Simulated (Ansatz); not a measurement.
# Converging the field response of a PbF2 (111) film, part 3 of 3

Aim: a convergence study of the equivalent conductor thickness of a PbF2 (111) film, with the cost of each setting.

Ansatz 0.2.0; plane-wave DFT, PBE, Ansatz PAW (the session's first sound run).

So far, equivalent conductor thickness p/(ε₀AE) (Å): step 2 (single point, setting first choice, PBE) 7.24; step 16 (run, box 26.6 Å (run 6), PBE) 7.24; step 17 (run, box 26.6 Å (run 7), PBE) 7.24; step 18 (run, box 26.6 Å (run 8), PBE) 7.24; step 19 (LDA) 7.26.

### Step 20. Single point, box 26.6 Å (run 6)

This step: plane-wave DFT, r2SCAN, Ansatz PAW (Ansatz 0.2.0).

input.yaml

```yaml
crystal:
  lattice:
    - [4.20021428, 0.0, 0.0]
    - [-2.10010714, 3.63749227, 0.0]
    - [0.0, 0.0, 26.5736514975]
  atoms:
    - { symbol: F, position: [0.66666667, 0.33333333, 0.3386813438] }
    - { symbol: Pb, position: [0.33333333, 0.66666667, 0.3709450751] }
    - { symbol: F, position: [0.0, 0.0, 0.4032088063] }
    - { symbol: F, position: [0.33333333, 0.66666667, 0.4677362688] }
    - { symbol: Pb, position: [0.0, 0.0, 0.5] }
    - { symbol: F, position: [0.66666667, 0.33333333, 0.5322637312] }
    - { symbol: F, position: [0.0, 0.0, 0.5967911937] }
    - { symbol: Pb, position: [0.66666667, 0.33333333, 0.6290549249] }
    - { symbol: F, position: [0.33333333, 0.66666667, 0.6613186562] }
kpoints:
  mp_grid: { grid: [6, 6, 1] }
hamiltonian:
  xc: r2scan
scf:
  occupations: { method: fixed }
  convergence: { dr2_threshold: 1.0e-10 }
efield:
  axis: 3
  dipole_correction: true
  ramp_position: 0.97
  ramp_width: 0.06
  amplitude: 0.1
output:
  write_potential: true
  write_density: true
  volumetric_format: npy
```

On the command line:

```bash
$ ansatz run input.yaml --threads 2 --pin off --max-ram 3072MiB --backend cpu --events-out ev --progress --plain --runs-dir out
```

Numbers of over 12 decimals in the logs are rounded to 6 here.

Log:

```text
[...]
Crystal: 9 atoms, lattice volume = 405.999 Å³
Basis set: ecut = 500 eV, 10411 PW (Γ), exchange–correlation on 128×128×800 points (64 copies of the dense FFT grid, shifted against one another)
Bands: 51, of which v1, the nominal top of the filled ones, is band 42 counted from 1 (41 counted from 0)
Symmetry: 6 space group operations
k-points: 7 of 36 (time reversal used)
[...]
k-point 0: bands = [... 38 lower, -4.3748, -4.1168, -3.8617, -3.4693, 1.9610, 2.2270, 3.2807, 4.3205, ... 5 higher]
  k-point 1: bands = [... 38 lower, -4.2381, -3.9314, -3.6383, -3.3256, 2.1597, 2.3747, 3.1800, 3.6949, ... 5 higher]
  k-point 2: bands = [... 38 lower, -4.0300, -3.4915, -3.1632, -2.9480, 2.1200, 2.6991, 2.9210, 3.3279, ... 5 higher]
  k-point 6: bands = [... 38 lower, -3.9202, -3.1051, -2.8479, -2.6254, 3.0236, 3.1315, 3.4542, 3.7927, ... 5 higher]
[key lines of the parts left out:]
SCF converged after 12 iterations
Free energy (F): -40626.067805 eV
Fermi energy:    -2.625407 eV
Dipole field:    D = 0.026677 V/Å  (p = 0.059856 e·Å, saw-weighted, corrected)
```

It took 49 s on 2 threads of Arm Neoverse N1, shared host; peak memory 1.3 GiB; 97 s of CPU time.

The dipole corresponds to a conductor 7.089 Å thick, -2.06 % from the first choice, at 2.7 times its CPU time.

### Step 21. Run, box 26.6 Å (run 10)

This step: plane-wave DFT, PBE, norm-conserving (Ansatz 0.2.0).

input.yaml, as its differences from that of step 20:

```diff
@@ -18,3 +18,4 @@
 hamiltonian:
-  xc: r2scan
+  xc: pbe
+  pseudopotentials: { kind: nc }
 scf:
```

Log:

```text
[...]
Crystal: 9 atoms, lattice volume = 405.999 Å³
Basis set: ecut = 1320 eV, 44293 PW (Γ)
Bands: 51, of which v1, the nominal top of the filled ones, is band 42 counted from 1 (41 counted from 0)
Symmetry: 6 space group operations
k-points: 7 of 36 (time reversal used)
[...]
k-point 0: bands = [... 38 lower, -3.8543, -3.5848, -3.3409, -2.9883, 1.9734, 2.2215, 3.2446, 4.3051, ... 5 higher]
  k-point 1: bands = [... 38 lower, -3.6985, -3.4091, -3.1485, -2.8606, 2.1586, 2.3770, 3.1338, 3.6359, ... 5 higher]
  k-point 2: bands = [... 38 lower, -3.4751, -3.0222, -2.7110, -2.5060, 2.1019, 2.6811, 2.8837, 3.2709, ... 5 higher]
  k-point 6: bands = [... 38 lower, -3.3585, -2.6553, -2.4126, -2.2002, 2.9953, 3.1094, 3.3769, 3.7284, ... 5 higher]
[key lines of the parts left out:]
SCF converged after 14 iterations
Free energy (F): -10869.976455 eV
Fermi energy:    -2.200218 eV
Dipole field:    D = 0.027207 V/Å  (p = 0.061044 e·Å, saw-weighted, corrected)
```

It took 2.7 min on 2 threads; peak memory 2 GiB.

The dipole corresponds to a conductor 7.230 Å thick, -0.11 % from the first choice, at 8.7 times its CPU time.

### Step 22. Run, box 26.6 Å (run 11)

This step: plane-wave DFT, PBE, JTH PAW (Ansatz 0.2.0).

input.yaml, as its differences from that of step 21:

```diff
@@ -19,3 +19,3 @@
   xc: pbe
-  pseudopotentials: { kind: nc }
+  pseudopotentials: { kind: paw, source: jth }
 scf:
```

Log:

```text
[...]
k-point 0: bands = [... 38 lower, -4.0592, -3.7966, -3.5531, -3.2040, 1.7582, 2.0048, 3.0234, 4.0912, ... 5 higher]
  k-point 1: bands = [... 38 lower, -3.9088, -3.6214, -3.3612, -3.0757, 1.9425, 2.1607, 2.9135, 3.4147, ... 5 higher]
  k-point 2: bands = [... 38 lower, -3.6871, -3.2391, -2.9253, -2.7204, 1.8825, 2.4637, 2.6670, 3.0547, ... 5 higher]
  k-point 6: bands = [... 38 lower, -3.5699, -2.8760, -2.6279, -2.4158, 2.7770, 2.8912, 3.1598, 3.5131, ... 5 higher]
[key lines of the parts left out:]
SCF converged after 14 iterations
Free energy (F): -40387.558761 eV
Fermi energy:    -2.415758 eV
Dipole field:    D = 0.027209 V/Å  (p = 0.061049 e·Å, saw-weighted, corrected)
```

Run time: 2.8 min. Hardware: 2 threads; peak memory 2.2 GiB.

The dipole corresponds to a conductor 7.231 Å thick, -0.10 % from the first choice, at 8.9 times its CPU time.

### Step 23. The series together

Times are for 2 threads of Arm Neoverse N1, shared host. The runs compared:

```csv
no.,setting,equivalent conductor thickness p/(ε₀AE) (Å),time,memory (GiB)
1,first choice,7.238,19 s,0.59
2,cutoff 250 eV,7.168,7.9 s,0.41
3,cutoff 330 eV,7.230,13 s,0.47
4,cutoff 600 eV,7.239,31 s,0.86
5,mesh 1x1,7.408,2.9 s,0.38
6,mesh 2x2,7.249,4 s,0.49
7,mesh 3x3,7.238,8.6 s,0.52
8,mesh 12x12,7.238,55 s,0.76
9,vacuum 10 Å,7.238,13 s,0.48
10,vacuum 14 Å,7.238,16 s,0.54
11,vacuum 26 Å,7.238,24 s,0.71
12,field 0.005 V/Å,7.236,18 s,0.59
13,field 0.03 V/Å,7.238,19 s,0.59
14,field 0.3 V/Å,7.240,19 s,0.59
15,SCF threshold 1e-04 eV,7.239,16 s,0.59
16,SCF threshold 1e-06 eV,7.244,18 s,0.59
17,SCF threshold 1e-08 eV,7.237,18 s,0.59
18,"LDA, Ansatz PAW (420 eV)",7.265,18 s,0.57
19,"r2SCAN, Ansatz PAW (500 eV)",7.089,49 s,1.3
20,"PBE, norm-conserving (1320 eV)",7.230,2.7 min,2.0
21,"PBE, JTH PAW (1800 eV)",7.231,2.8 min,2.2
```

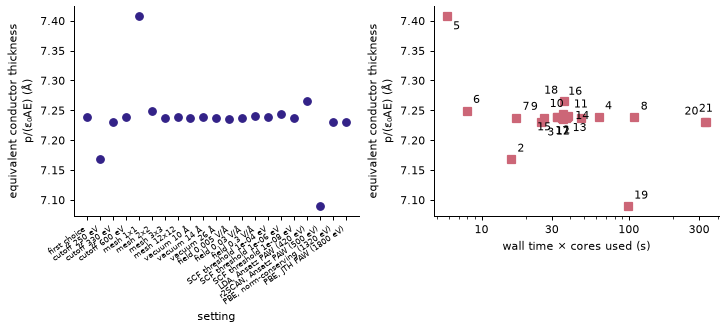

The series as plots; the last panel sets the first result against cost, with the runs numbered as in the table.

### Step 24. Outcome

```yaml
equivalent_conductor_thickness_first_choice: 7.238 Å
equivalent_conductor_thickness_cutoff_600_ev: 7.239 Å
equivalent_conductor_thickness_mesh_1x1: 7.408 Å
equivalent_conductor_thickness_vacuum_26_a: 7.238 Å
equivalent_conductor_thickness_lda_ansatz_paw_420_ev: 7.265 Å
equivalent_conductor_thickness_r2scan_ansatz_paw_500_ev: 7.089 Å
```

The first choice gives 7.24 Å. Numerical settings off by more than 1 % against it: mesh 1x1 (+2.4 %). The cheapest single change that stays within 0.5 % is mesh 2x2, at 20 % of the CPU time. Functionals and files move it by +0.4 % (LDA, Ansatz PAW (420 eV)), -2.1 % (r2SCAN, Ansatz PAW (500 eV)), -0.1 % (PBE, norm-conserving (1320 eV)) and -0.1 % (PBE, JTH PAW (1800 eV)). The film is symmetric and its atoms are held, so the dipole is the electronic response to the field alone. Times of a few seconds on a shared host rank the settings only roughly. In 1 run of the series (cutoff 250 eV) the program warns that electrons reach the sawtooth's ramp, which makes dipole and work function less sure.

[Logs are printed without paths, hosts, clocks, repeated set-up lines and the standing remarks that a program may print on its own settings, such as how far it seeks lower states.]

[Hosts, paths, dates, database ids (printed as entryN), source tags and the programs' standing remarks are cut or masked in the printed files.]

[Maps of the electrostatic potential energy from Ansatz leave out the sawtooth potential of an applied field or a dipole correction, so their vacuum need not be flat; planar profiles and work functions include it.]
